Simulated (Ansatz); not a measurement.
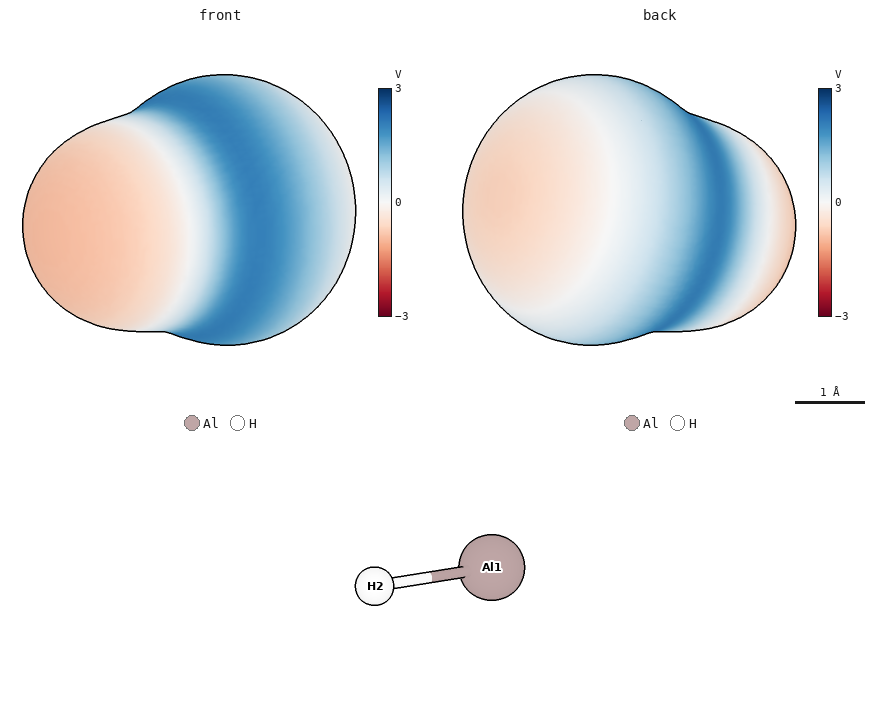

The picture shows: AlH (SMILES [AlH]). The molecular electrostatic potential painted on the density surface at 0.002 e/bohr³, seen from the front and from behind; the colour scale runs from red (negative) to blue (positive). The bare structure is drawn below in the same view.

Geometry: PBE0-D4/def2-TZVP.

Method: Ansatz, RKS PBE0-D4/def2-TZVPP.

```xyz
2

Al    0.0000    0.0000   -0.0257
H     0.0000    0.0000    1.6392
```

> Where is the surface potential most negative and most positive?

The most negative region (about −0.9 V, or −21 kcal/mol for a unit charge) lies over H2, the most positive (about +2.1 V, or +48 kcal/mol for a unit charge) over Al1.
